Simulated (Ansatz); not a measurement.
```xyz
9

Si   -0.6247    0.4153   -0.0850
O     1.6577   -1.2665    0.3611
H    -0.4354   -0.4652   -1.2682
H    -0.8947   -0.4062    1.1223
O    -1.8850    1.4573   -0.3561
H     2.2123   -0.8786    1.0424
H     0.5366    1.3123    0.1108
H     2.1848   -1.2399   -0.4412
H    -2.7515    1.0716   -0.4861
```

The product side of a reaction path; geometry: PBE0-D4/def2-TZVP.

Computed with RKS PBE0-D4/def2-TZVPP in Ansatz 0.2.0.

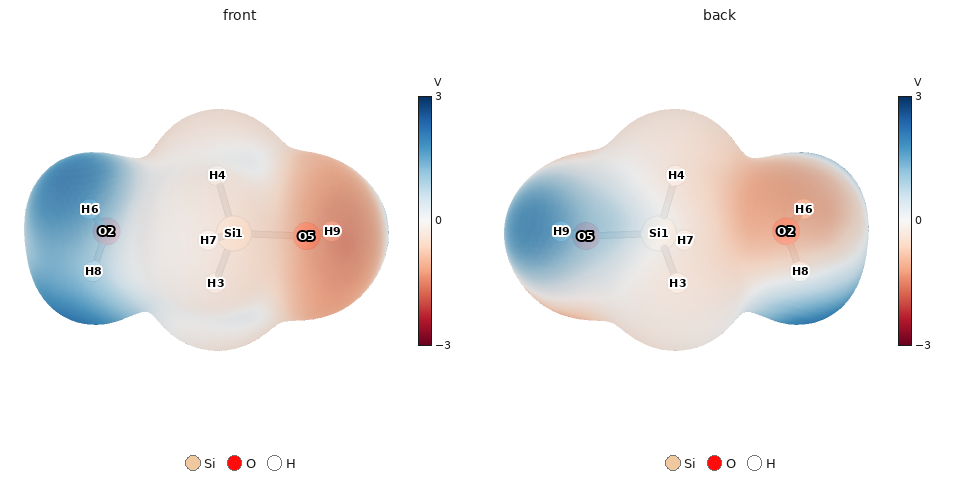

H₄OSi···H₂O. The electrostatic potential painted on the density surface at 0.001 e/bohr³, seen from the front and from behind; the colour scale runs from red (negative) to blue (positive).

Where is the surface potential most negative and most positive?

Answer. The most negative region (about −1.4 V, or −32 kcal/mol for a unit charge) lies over O5, the most positive (about +2.0 V, or +46 kcal/mol for a unit charge) over H6 and H8. O5 is the likeliest acceptor of a hydrogen bond.
